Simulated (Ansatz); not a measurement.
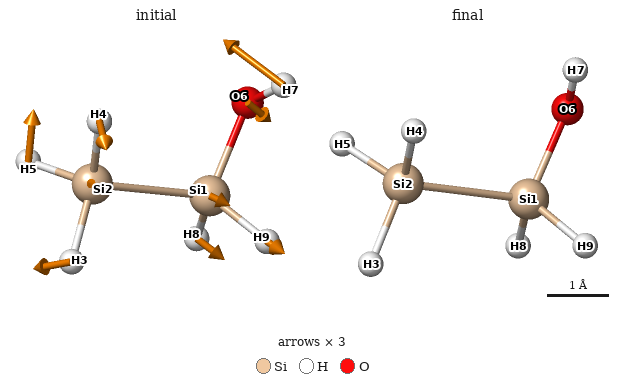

The structure of Si$_{2}$H$_{6}$O before (left) and after (right) a relaxation, at one scale. The orange arrows give the displacements, magnified 3 times.

A ball-and-stick model, seen at a tilt.

The run prepares the start of a later molecular dynamics calculation, from a guessed geometry.

The calculation used Ansatz 0.2.0, RKS r2SCANh/def2-SVP.

Input
```yaml
crystal:
  periodic: [false, false, false]
  atoms:
    - { symbol: Si, position_ang: [0.0, 0.0, 0.0] }
    - { symbol: Si, position_ang: [0.0, 0.0, 2.22] }
    - { symbol: H, position_ang: [-1.3148, -0.4067, 2.7074] }
    - { symbol: H, position_ang: [1.0096, -0.9353, 2.7074] }
    - { symbol: H, position_ang: [0.3052, 1.342, 2.7074] }
    - { symbol: O, position_ang: [1.5842, 0.0, -0.5594] }
    - { symbol: H, position_ang: [1.9006, -0.9521, -0.6761] }
    - { symbol: H, position_ang: [-0.6877, 1.1914, -0.4862] }
    - { symbol: H, position_ang: [-0.6877, -1.1914, -0.4862] }
basis:
  gaussian: { orbitals: def2-SVP }
hamiltonian:
  xc: r2scanh
relax:
  f_tol: 0.02
  max_steps: 40
```

Command:
```bash
ansatz run input.yaml --threads 1 --pin off --max-ram 2048MiB --backend cpu --events-out ev --progress --plain --runs-dir out
```

Question: Describe what moved and what it gained.

Answer: The energy falls by 0.276 eV in 7 accepted moves (9 points after the start). Largest force component: 2.1 eV/Å at the start, 0.0067 eV/Å at the end. The line search rejected the trial steps at points 6, 8 of the run. The forces were under the threshold at step 5, but the run went on from there. H7 moves most after the best rigid fit: 0.46 Å. By element the largest moves are H 0.46 Å, O 0.21 Å, Si 0.13 Å. Near-neighbour distances that change, for instance: Si1–Si2 2.220 → 2.351 Å, O6–H7 1.010 → 0.961 Å, Si1–H9 1.459 → 1.498 Å, Si1–H8 1.459 → 1.487 Å. Among the angles between lasting bonds that change: Si1–O6–H7 109.5° → 116.7°, O6–Si1–H8 109.5° → 105.9°, O6–Si1–H9 109.5° → 112.0°. Groups turn about Si1–O6 by about 35°. The run took 38 s on 1 thread of Arm Neoverse V2, on a shared host, peak memory 0.17 GiB.
